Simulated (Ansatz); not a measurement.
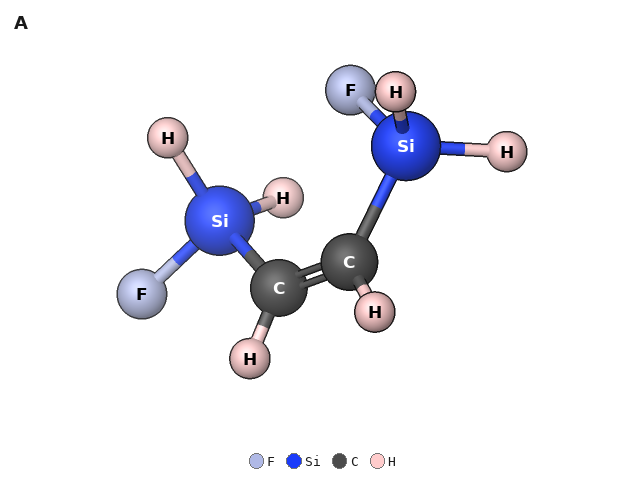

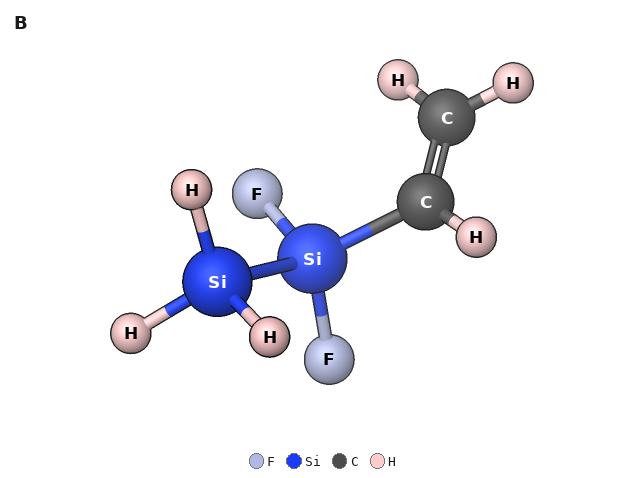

2 stationary structures of one formula. Geometries: PBE-D4/def2-SVP. Electronic energies: PBE-D4/def2-SVP (Ansatz 0.2.0), without zero-point energy. No frequency run is at hand to confirm each as a minimum. Each is one conformer, not always the lowest.

### How are they related?

They are constitutional isomers of C2H6F2Si2: A `F[SiH2]/C=C\[SiH2]F`, B `C=C[Si](F)(F)[SiH3]`.

### Which is lowest in energy, and by how much?

B is lowest; A lies 0.322 eV above it.
